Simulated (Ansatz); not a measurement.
# AlPH (quartet): one geometry, many settings at scale of all distances = 1.125

What do other methods and options give for AlPH (quartet) at this geometry, and how long do they take?

Computed with Ansatz 0.2.0, Gaussian basis. Level: the settings change from run to run.

16 further runs of the same task are left out: 11 that didn't finish, 5 set aside as unsound or not needed.

### 1 The system

The geometry derives from a PBE0/def2-TZVP stationary point (not a proven minimum). All distances are scaled together.

3 atoms, charge 0, spin multiplicity 4.

Atoms are counted from 1 here; the program's logs count them from 0.

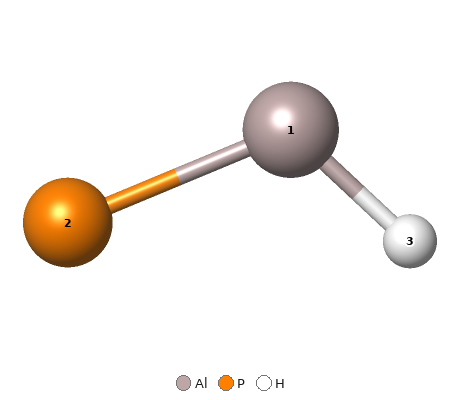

The geometry (aluminium light grey, phosphorus orange, hydrogen white); atoms are numbered from 1 in the order of the file.

### 2 NEVPT4(SD)(7,5)/6-31G

File in.yaml:

```yaml
crystal:
  periodic: [false, false, false]
  atoms:
    - {symbol: Al, position_ang: [0.000000, -0.121158, 1.392426]}
    - {symbol: P, position_ang: [0.000000, 0.057385, -1.286141]}
    - {symbol: H, position_ang: [0.000000, 1.479851, 2.248984]}
basis:
  gaussian: {orbitals: 6-31G, point_charges: [{charge: 0.50, position_ang: [4.017, -0.627, 0.736]}]}
magnetization: {spin_polarized: false, initial_magnetization: 3}
hamiltonian: {pseudopotentials: {relativity: scalar}}
correlation: {method: fic_nevpt4_sd, electrons: outside_noble_gas, active_space: {window: {electrons: 7, orbitals: 5}}}
scf: {lower_state_search: full}
```

Launch:

```console
> ansatz run in.yaml --threads 1 --pin off --events-out ev --progress --plain --max-ram 2393MiB
```

The program printed:

```text
Functional definition: HF
  name "HF"
  cite "Fock, Z. Phys. 61, 126 (1930) doi:10.1007/BF01340294"
  parent pbe
  exchange = exact_x
  correlation = 0
313 factors; integrals over basis functions are off by at most 1.5e-4 eV
mean field evaluation 1: about -15897.1685 eV, gradient 5.8e0 eV
mean field evaluation 2: about -15897.1707 eV, gradient 5.8e0 eV
mean field evaluation 4: about -15897.7303 eV, gradient 8.1e-1 eV
mean field evaluation 8: about -15897.7540 eV, gradient 8.5e-2 eV
mean field evaluation 16: about -15896.7040 eV, gradient 4.3e0 eV
mean field evaluation 32: about -15868.0562 eV, gradient 7.4e1 eV
mean field evaluation 64: about -15890.5234 eV, gradient 2.3e1 eV
mean field evaluation 96: about -15878.5015 eV, gradient 6.7e1 eV
mean field evaluation 128: about -15897.7501 eV, gradient 1.7e-1 eV
mean field -15897.75434637 eV, -584.2316963443 hartree, gradient 2.6e-6 eV, S^2 3.750000; 9 other end points of the search recorded, 0 dependent functions left out
reference -15897.75434637 eV, -584.2316963443 hartree; 16, 13 occupied and 12, 15 virtual orbitals, 313 factors
state -15897.75565225 eV, -584.2317443344 hartree
state -15897.75565225 eV, -584.2317443344 hartree; corrected -15899.77345695 eV, -584.3058972893 hartree
WARN: 2 active orbitals are nearly empty or full. The corrections depend on them more than the energy does, and are more stable in an active space without them
Total energy: -15899.77345695 eV, -584.3058972893 hartree
Relativity: scalar
```

Wall time 1.3 s (1 thread of Intel Xeon Platinum 8259CL at 2.50GHz, shared host).

From the report: 10 determinants; active occupations 2.00, 2.00, 1.00, 1.00, 1.00. The report marks this result as in doubt.

### 3 NEVPT4(SD)(5,6)/6-31G

File in.yaml:

```yaml
crystal:
  periodic: [false, false, false]
  atoms:
    - {symbol: Al, position_ang: [0.000000, -0.121158, 1.392426]}
    - {symbol: P, position_ang: [0.000000, 0.057385, -1.286141]}
    - {symbol: H, position_ang: [0.000000, 1.479851, 2.248984]}
basis:
  gaussian: {orbitals: 6-31G}
magnetization: {spin_polarized: false, initial_magnetization: 3}
correlation: {method: fic_nevpt4_sd, electrons: all, active_space: {window: {electrons: 5, orbitals: 6}}}
```

Same command.

The program printed:

```text
Functional definition: HF
  name "HF"
  cite "Fock, Z. Phys. 61, 126 (1930) doi:10.1007/BF01340294"
  parent pbe
  exchange = exact_x
  correlation = 0
310 factors; integrals over basis functions are off by at most 1.5e-4 eV
mean field evaluation 1: about -15866.5653 eV, gradient 5.8e0 eV
mean field evaluation 2: about -15866.5674 eV, gradient 5.8e0 eV
mean field evaluation 4: about -15867.1367 eV, gradient 7.3e-1 eV
mean field evaluation 8: about -15867.1635 eV, gradient 6.2e-2 eV
mean field -15867.16372626 eV, -583.1075117902 hartree, gradient 9.0e-6 eV, S^2 3.750000; 0 other end points of the search recorded, 0 dependent functions left out
reference -15867.16372626 eV, -583.1075117902 hartree; 16, 13 occupied and 12, 15 virtual orbitals, 310 factors
state -15867.83235084 eV, -583.1320832902 hartree
state -15867.83235084 eV, -583.1320832902 hartree; corrected -15869.41524823 eV, -583.1902536963 hartree
Total energy: -15869.41524823 eV, -583.1902536963 hartree
```

Wall time 2.1 s (1 thread of Intel Xeon Platinum 8259CL at 2.50GHz, shared host).

From the report: 46 determinants; active occupations 1.93, 1.00, 1.00, 1.00, 0.05, 0.03.

### 4 CASSCF(3,4)/6-31G

Changes to in.yaml since step 3:

```diff
@@ -9,2 +9,5 @@
 magnetization: {spin_polarized: false, initial_magnetization: 3}
-correlation: {method: fic_nevpt4_sd, electrons: all, active_space: {window: {electrons: 5, orbitals: 6}}}
+correlation: {active_space: {window: {electrons: 3, orbitals: 4}}}
+accuracy: high
+scf: {lower_state_search: off}
+output: {forces: true}
```

Launched as before.

The program printed, shortened:

```text
Functional definition: HF
  name "HF"
  cite "Fock, Z. Phys. 61, 126 (1930) doi:10.1007/BF01340294"
  parent pbe
[...]
576 factors; integrals over basis functions are off by at most 3.6e-9 eV
[...]
mean field -15867.16380752 eV, -583.1075147766 hartree, gradient 6.0e-8 eV, S^2 3.750000; 0 other end points of the search recorded, 0 dependent functions left out
reference -15867.16380752 eV, -583.1075147766 hartree; 16, 13 occupied and 12, 15 virtual orbitals, 576 factors
state -15867.16380752 eV, -583.1075147766 hartree
[...]
Total energy: -15867.16380752 eV, -583.1075147766 hartree
Atom 0 at     0.000000    -0.121158     1.392426 Å, force     0.000000     1.508468    -0.212493 eV/Å
Atom 1 at     0.000000     0.057385    -1.286141 Å, force    -0.000000    -0.067968     0.978593 eV/Å
Atom 2 at     0.000000     1.479851     2.248984 Å, force    -0.000000    -1.440499    -0.766101 eV/Å
Dipole moment:    -0.000000    -0.253116     0.394711 e Å
Checks for a lower state left out: stability, starts, cluster_reference, orbital_swaps, neighbouring_geometries, increment
```

It took 0.93 s on 1 thread of Intel Xeon Platinum 8259CL at 2.50GHz, shared host.

From the report: 4 determinants; active occupations 1.00, 1.00, 1.00, 0.00. With so small a space the active step adds no correlation: the energy is the mean field's.

### 5 NEVPT2(3,7)/6-31G

Changes to in.yaml since step 4:

```diff
@@ -9,5 +9,2 @@
 magnetization: {spin_polarized: false, initial_magnetization: 3}
-correlation: {active_space: {window: {electrons: 3, orbitals: 4}}}
-accuracy: high
-scf: {lower_state_search: off}
-output: {forces: true}
+correlation: {method: sc_nevpt2, electrons: all, active_space: {window: {electrons: 3, orbitals: 7}, states: [{multiplicity: 4, weights: [1, 1, 1, 1]}]}}
```

Same command.

The program printed, shortened:

```text
Functional definition: HF
  name "HF"
  cite "Fock, Z. Phys. 61, 126 (1930) doi:10.1007/BF01340294"
  parent pbe
[...]
556 factors; integrals over basis functions are off by at most 9.7e-8 eV
[...]
mean field -15867.16380750 eV, -583.1075147756 hartree, gradient 8.9e-6 eV, S^2 3.750000; 0 other end points of the search recorded, 0 dependent functions left out
reference -15867.16380750 eV, -583.1075147756 hartree; 16, 13 occupied and 12, 15 virtual orbitals, 556 factors
state -15867.02686181 eV, -583.1024821145 hartree
state -15864.60733575 eV, -583.0135661718 hartree
state -15862.99561537 eV, -582.9543365404 hartree
state -15862.95412477 eV, -582.9528117886 hartree
state -15867.02686181 eV, -583.1024821145 hartree; corrected -15868.73199454 eV, -583.1651445865 hartree
state -15864.60733575 eV, -583.0135661718 hartree; corrected -15866.59497816 eV, -583.0866106830 hartree
state -15862.99561537 eV, -582.9543365404 hartree; corrected -15864.81834268 eV, -583.0213205335 hartree
state -15862.95412477 eV, -582.9528117886 hartree; corrected -15864.77098909 eV, -583.0195803210 hartree
Total energy: -15866.22907612 eV, -583.0731640310 hartree
```

It took 1.8 s on 1 thread of Intel Xeon Platinum 8259CL at 2.50GHz, shared host.

From the report: 19 determinants; active occupations (of the averaged states) 0.77, 0.75, 0.73, 0.72, 0.03, 0.00, 0.00.

### 6 MP2 on UHF/6-31G

File in.yaml:

```yaml
crystal:
  periodic: [false, false, false]
  atoms:
    - {symbol: Al, position_ang: [0.000000, -0.121158, 1.392426]}
    - {symbol: P, position_ang: [0.000000, 0.057385, -1.286141]}
    - {symbol: H, position_ang: [0.000000, 1.479851, 2.248984]}
basis:
  gaussian: {orbitals: 6-31G}
magnetization: {spin_polarized: true, initial_magnetization: 3}
hamiltonian: {pseudopotentials: {relativity: none}}
correlation: {method: mp2, electrons: all}
```

Launched as before.

The program printed:

```text
Functional definition: HF
  name "HF"
  cite "Fock, Z. Phys. 61, 126 (1930) doi:10.1007/BF01340294"
  parent pbe
  exchange = exact_x
  correlation = 0
310 factors; integrals over basis functions are off by at most 1.5e-4 eV
mean field evaluation 1: about -15866.6610 eV, gradient 5.2e0 eV
mean field evaluation 2: about -15866.6638 eV, gradient 5.2e0 eV
mean field evaluation 4: about -15867.3243 eV, gradient 1.0e0 eV
mean field evaluation 8: about -15867.3771 eV, gradient 1.1e-2 eV
mean field evaluation 16: about -15864.9399 eV, gradient 2.5e0 eV
mean field evaluation 32: about -15867.3701 eV, gradient 5.0e-1 eV
mean field -15867.37706548 eV, -583.1153518619 hartree, gradient 1.4e-6 eV, S^2 3.830401; 5 other end points of the search recorded, 0 dependent functions left out
reference -15867.37706548 eV, -583.1153518619 hartree; 16, 13 occupied and 12, 15 virtual orbitals, 310 factors
second order -1.46282194 eV of doubles, -0.00000000 eV of singles
Total energy: -15868.83988742 eV, -583.1691095768 hartree
```

It took 0.54 s on 1 thread of Intel Xeon Platinum 8259CL at 2.50GHz, shared host.

From the report: ⟨S²⟩ of the determinant 3.830 (pure quartet: 3.75).

### 7 CCSD(T) on UHF/def2-SVPD

Changes to in.yaml since step 6:

```diff
@@ -7,5 +7,6 @@
 basis:
-  gaussian: {orbitals: 6-31G}
+  gaussian: {orbitals: def2-SVPD}
 magnetization: {spin_polarized: true, initial_magnetization: 3}
 hamiltonian: {pseudopotentials: {relativity: none}}
-correlation: {method: mp2, electrons: all}
+correlation: {method: ccsd_t, electrons: outside_noble_gas}
+output: {forces: true}
```

The command is unchanged.

The program printed, shortened:

```text
Functional definition: HF
  name "HF"
  cite "Fock, Z. Phys. 61, 126 (1930) doi:10.1007/BF01340294"
  parent pbe
[...]
506 factors; integrals over basis functions are off by at most 1.1e-3 eV
[...]
mean field -15863.85369858 eV, -582.9858705164 hartree, gradient 2.7e-6 eV, S^2 3.808361; 4 other end points of the search recorded, 0 dependent functions left out
determinant -15863.85369858 eV, -582.9858705164 hartree, with singles and doubles -15868.25152766 eV, -583.1474877544 hartree
determinant -15861.95175930 eV, -582.9159755371 hartree, with singles and doubles -15866.43716387 eV, -583.0808111148 hartree
determinant -15861.57848189 eV, -582.9022578456 hartree, with singles and doubles -15866.22517328 eV, -583.0730206043 hartree
10 core orbitals not correlated: weight in the atoms' cores, before any rotation towards them, 1.000 or more for the frozen orbitals, at most 0.000 for the correlated occupied ones
reference -15863.85369858 eV, -582.9858705164 hartree; 6, 3 occupied and 40, 43 virtual orbitals, 506 factors
second order -3.42412558 eV of doubles, -0.00000000 eV of singles
cycle   1  -4.38061757 eV  change   -9.8e-2 eV  update   1.9e-2
[...]
cycle  15  -4.39117694 eV  change    7.7e-8 eV  update   5.6e-7
perturbative correction -0.15207618 eV, -0.0055886964 hartree
[...]
Total energy: -15868.39695170 eV, -583.1528319890 hartree
Atom 0 at     0.000000    -0.121158     1.392426 Å, force     0.000000     1.404789    -0.228166 eV/Å
Atom 1 at     0.000000     0.057385    -1.286141 Å, force    -0.000000    -0.056810     0.961536 eV/Å
Atom 2 at     0.000000     1.479851     2.248984 Å, force    -0.000000    -1.347980    -0.733369 eV/Å
Dipole moment:    -0.000000    -0.193949     0.072561 e Å
```

Wall time 7.5 s (1 thread of Intel Xeon Platinum 8259CL at 2.50GHz, shared host).

From the report: ⟨S²⟩ of the determinant 3.808 (pure quartet: 3.75); correlation -4.5433 eV; T1 0.026; largest double amplitude 0.04.

### 8 BCCD/6-31G

File in.yaml:

```yaml
crystal:
  periodic: [false, false, false]
  atoms:
    - {symbol: Al, position_ang: [0.000000, -0.121158, 1.392426]}
    - {symbol: P, position_ang: [0.000000, 0.057385, -1.286141]}
    - {symbol: H, position_ang: [0.000000, 1.479851, 2.248984]}
basis:
  gaussian: {orbitals: 6-31G}
magnetization: {spin_polarized: true, initial_magnetization: 3}
hamiltonian: {xc: {name: B3LYP}}
correlation: {method: bccd, electrons: outside_noble_gas}
```

Launched as before.

The program printed, shortened:

```text
Functional definition: B3LYP
  name "B3LYP"
  cite "Stephens, Devlin, Chabalowski & Frisch, J. Phys. Chem. 98, 11623 (1994) doi:10.1021/j100096a001"
  cite "Becke, Phys. Rev. A 38, 3098 (1988) doi:10.1103/PhysRevA.38.3098"
  cite "Lee, Yang & Parr, Phys. Rev. B 37, 785 (1988) doi:10.1103/PhysRevB.37.785"
  cite "Vosko, Wilk & Nusair, Can. J. Phys. 58, 1200 (1980) doi:10.1139/p80-159"
[...]
310 factors; integrals over basis functions are off by at most 1.5e-4 eV
[...]
mean field -15898.39659773 eV, -584.2552986463 hartree, gradient 4.4e-6 eV, S^2 3.762020; 0 other end points of the search recorded, 0 dependent functions left out
10 core orbitals not correlated: weight in the atoms' cores, before any rotation towards them, 1.000 or more for the frozen orbitals, at most 0.000 for the correlated occupied ones
reference -15867.02914745 eV, -583.1025661101 hartree; 6, 3 occupied and 12, 15 virtual orbitals, 310 factors
second order -1.49830797 eV of doubles, -0.16559930 eV of singles
cycle   1  -1.97226226 eV  change   -3.1e-1 eV  update   6.5e-2
[...]
cycle  14  -2.16907635 eV  change    2.6e-6 eV  update   2.9e-6
Total energy: -15869.19822380 eV, -583.1822781956 hartree
```

It took 1.6 s on 1 thread of Intel Xeon Platinum 8259CL at 2.50GHz, shared host.

From the report: ⟨S²⟩ of the determinant 3.762 (pure quartet: 3.75); correlation -2.1691 eV; largest double amplitude 0.05.

### 9 MP2 on ROHF/6-31G

File in.yaml:

```yaml
crystal:
  periodic: [false, false, false]
  atoms:
    - {symbol: Al, position_ang: [0.000000, -0.121158, 1.392426]}
    - {symbol: P, position_ang: [0.000000, 0.057385, -1.286141]}
    - {symbol: H, position_ang: [0.000000, 1.479851, 2.248984]}
basis:
  gaussian: {orbitals: 6-31G}
magnetization: {spin_polarized: false, initial_magnetization: 3}
correlation: {method: mp2, electrons: outside_noble_gas}
```

Same command.

The program printed:

```text
Functional definition: HF
  name "HF"
  cite "Fock, Z. Phys. 61, 126 (1930) doi:10.1007/BF01340294"
  parent pbe
  exchange = exact_x
  correlation = 0
310 factors; integrals over basis functions are off by at most 1.5e-4 eV
mean field evaluation 1: about -15866.5653 eV, gradient 5.8e0 eV
mean field evaluation 2: about -15866.5674 eV, gradient 5.8e0 eV
mean field evaluation 4: about -15867.1367 eV, gradient 7.3e-1 eV
mean field evaluation 8: about -15867.1635 eV, gradient 6.2e-2 eV
mean field -15867.16372626 eV, -583.1075117902 hartree, gradient 9.0e-6 eV, S^2 3.750000; 0 other end points of the search recorded, 0 dependent functions left out
mean field evaluation 16: about -15866.6638 eV, gradient 5.2e0 eV
mean field evaluation 32: about -15865.5139 eV, gradient 6.3e-4 eV
10 core orbitals not correlated: weight in the atoms' cores, before any rotation towards them, 1.000 or more for the frozen orbitals, at most 0.000 for the correlated occupied ones
reference -15867.16372626 eV, -583.1075117902 hartree; 6, 3 occupied and 12, 15 virtual orbitals, 310 factors
second order -1.41496714 eV of doubles, -0.06650562 eV of singles
Total energy: -15868.64519902 eV, -583.1619549101 hartree
```

Run time: 0.48 s. Hardware: 1 thread of Intel Xeon Platinum 8259CL at 2.50GHz, shared host.

### 10 NEVPT2(3,6)/def2-mTZVP

Changes to in.yaml since step 9:

```diff
@@ -7,4 +7,5 @@
 basis:
-  gaussian: {orbitals: 6-31G}
+  gaussian: {orbitals: def2-mTZVP}
 magnetization: {spin_polarized: false, initial_magnetization: 3}
-correlation: {method: mp2, electrons: outside_noble_gas}
+correlation: {method: sc_nevpt2, electrons: outside_noble_gas, active_space: {window: {electrons: 3, orbitals: 6}, states: [{multiplicity: 4, weights: [1, 1, 1]}]}}
+scf: {lower_state_search: full}
```

The command is unchanged.

The program printed, shortened:

```text
Functional definition: HF
  name "HF"
  cite "Fock, Z. Phys. 61, 126 (1930) doi:10.1007/BF01340294"
  parent pbe
[...]
708 factors; integrals over basis functions are off by at most 2.3e-7 eV
[...]
mean field -15868.60149603 eV, -583.1603488547 hartree, gradient 1.8e-6 eV, S^2 3.750000; 6 other end points of the search recorded, 0 dependent functions left out
reference -15868.60149603 eV, -583.1603488547 hartree; 16, 13 occupied and 31, 34 virtual orbitals, 708 factors
state -15868.55688808 eV, -583.1587095426 hartree
state -15866.26902958 eV, -583.0746322938 hartree
state -15864.10035260 eV, -582.9949348845 hartree
state -15868.55688808 eV, -583.1587095426 hartree; corrected -15871.75310226 eV, -583.2761682473 hartree
state -15866.26902958 eV, -583.0746322938 hartree; corrected -15869.54934059 eV, -583.1951814997 hartree
state -15864.10035260 eV, -582.9949348845 hartree; corrected -15867.63800829 eV, -583.1249413333 hartree
Total energy: -15869.64681705 eV, -583.1987636934 hartree
```

It took 3.9 s on 1 thread of Intel Xeon Platinum 8259CL at 2.50GHz, shared host.

From the report: 12 determinants; active occupations (of the averaged states) 1.00, 0.97, 0.36, 0.36, 0.31, 0.00.

### 11 The runs in one table

Where basis and cores are those of an earlier FCI/6-31G run (-15869.3506 eV), and the state is the same kind, the miss against it is given. † marks a result that the program doubts.

```
                                                          level         correlated  functions  energy (eV)  from FCI (meV)    time
NEVPT4(SD)(7,5)/6-31G (beside a point charge, relativity set) †  outside noble gas         28  -15899.7735                   1.3 s
                                          NEVPT4(SD)(5,6)/6-31G                all         28  -15869.4152                   2.1 s
                                              CASSCF(3,4)/6-31G                            28  -15867.1638          2186.8  0.93 s
                     NEVPT2(3,7)/6-31G (mean of several states)                all         28  -15866.2291                   1.8 s
                                               MP2 on UHF/6-31G                all         28  -15868.8399                  0.54 s
                                       CCSD(T) on UHF/def2-SVPD  outside noble gas         56  -15868.3970                   7.5 s
                                 BCCD/6-31G (on B3LYP orbitals)  outside noble gas         28  -15869.1982           152.4   1.6 s
                                              MP2 on ROHF/6-31G  outside noble gas         28  -15868.6452           705.4  0.48 s
                NEVPT2(3,6)/def2-mTZVP (mean of several states)  outside noble gas         47  -15869.6468                   3.9 s
```

### 12 Results

```
quantity                            value
    runs                                9
quickest        MP2 on ROHF/6-31G, 0.48 s
 slowest  CCSD(T) on UHF/def2-SVPD, 7.5 s
```

Total energies in different bases, with other cores or another treatment of relativity can't be set against each other. CCSD(T) on UHF/def2-SVPD took 16 times as long as MP2 on ROHF/6-31G; the jobs differ in more than the method. Among the correlated runs with a miss given, it spans +152 to +705 meV. Hartree-Fock, CASSCF and CASCI lack dynamic correlation by design. Cores frozen from Kohn-Sham orbitals shift the total energy.
